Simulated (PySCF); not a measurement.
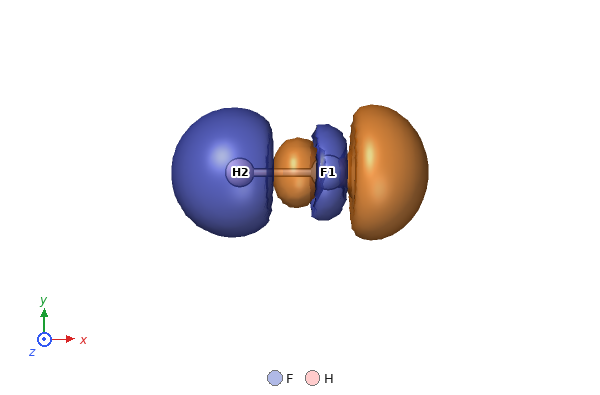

*FH, SMILES `F`. Change of the electron density in a uniform field of 0.21 V/Å, surfaces at ±0.0015 e/Å³ (orange: gain, blue: loss).*

Method: PBE/def2-TZVP; geometry: GFN2-xTB; program: PySCF. No frequency check shows the geometry to be a minimum. A basis without diffuse functions makes polarisabilities too small.

The field was applied in both directions; the picture shows the one opposite to the script's first.

Q: Along which Cartesian direction does the field point?

A: Along −x: electrons gather on the +x side, against the field.

Q: What dipole is induced, and what polarisability does it imply?

A: The induced dipole is 0.05 D (along the field); α along this axis, from the fields in both directions, is 5 bohr³ (0.8 Å³).
